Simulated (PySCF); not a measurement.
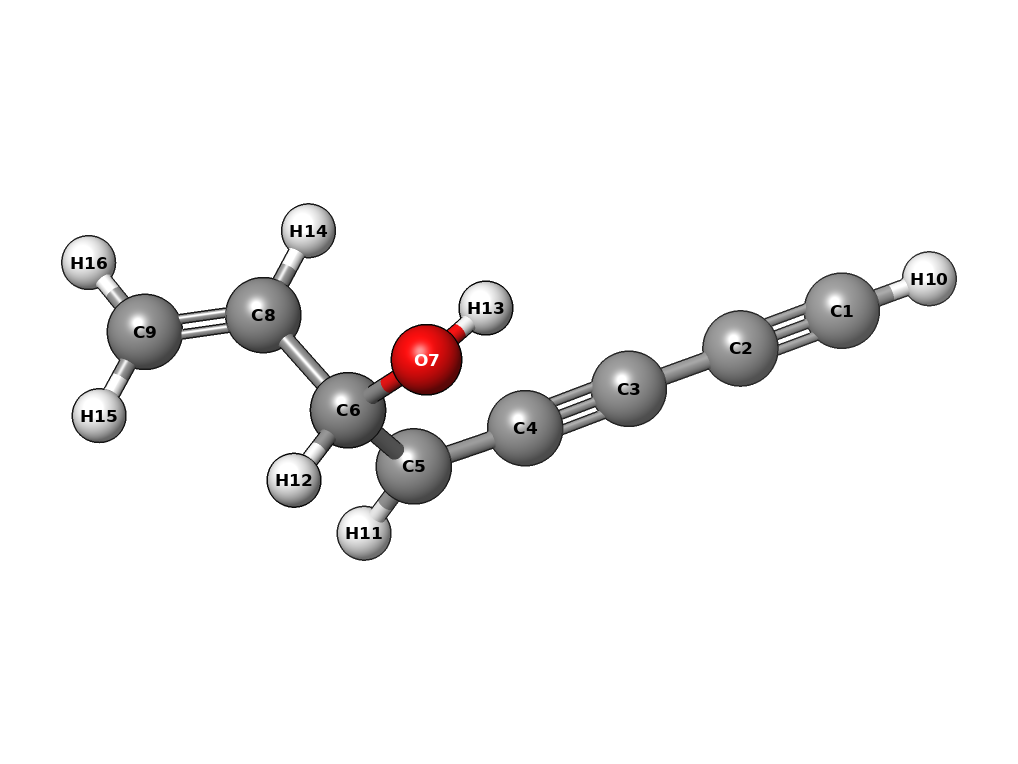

State: neutral, doublet. The geometry was computed by an optimisation with GFN2-xTB. No frequency run is at hand to confirm it as a minimum. Method: UKS B3LYP, pcH-1 on C H O, non-relativistic (PySCF 2.14.0). Fermi-contact and spin-dipolar terms alone, no spin-orbit part.

### Which nucleus has the largest dipolar (anisotropic) hyperfine coupling?

13C at C5: principal values −50.6, −49.5, 100.0 MHz.

List the isotropic and dipolar parts for the most strongly coupled nuclei, one of each equivalent set.

| atom | isotope | a_iso (MHz) | dipolar part (MHz) |
| --- | --- | --- | --- |
| C5 | 13C | 56.0 | −50.6, −49.5, 100.0 |
| C3 | 13C | 44.0 | −41.9, −29.4, 71.3 |
| C1 | 13C | 30.7 | −30.1, −17.8, 47.9 |
| H11 | 1H | −45.8 | −22.9, −0.9, 23.8 |
| C4 | 13C | −60.6 | −21.2, −2.0, 23.2 |
| C2 | 13C | −47.7 | −15.7, −0.7, 16.4 |
| H10 | 1H | −28.2 | −12.5, −1.8, 14.3 |
| C9 | 13C | 3.4 | −4.5, −3.8, 8.2 |
